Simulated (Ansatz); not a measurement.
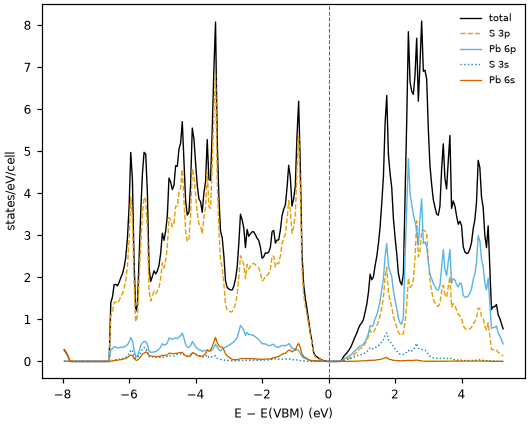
Total and projected density of states of PbS₂ in space group I4/mcm (No. 140; Pb on 4a, S on 8h), the program Ansatz at the r²SCAN level (PAW)

Problem. Which orbitals carry the states next to the gap?

Solution. Top 1 eV of the valence band: S 3p 87 %, Pb 6s 7 %. Bottom 1 eV of the conduction band: Pb 6p 42 %, S 3p 34 %, S 3s 18 %. Projections are on Löwdin-orthogonalised atomic valence shells; empty p or d shells of many metals are not among them.

Problem. Where is the tallest occupied peak in this window, and what makes it?

Solution. Near -3.4 eV, about 8.1 states/eV per cell; the largest projected share is S 3p.

The workflow started from a Materials Project entry (that database holds measured and hypothetical structures alike); the Crystallography Open Database copy checked does not list it. Whether it is the stable phase at ambient conditions was not checked. Symmetry was held in the r²SCAN relaxation; whether a distortion lowers the energy is not shown. Scalar-relativistic: spin–orbit coupling is off unless named, which matters more the heavier the elements.

Potentials: the later of the program's two PAW sets.
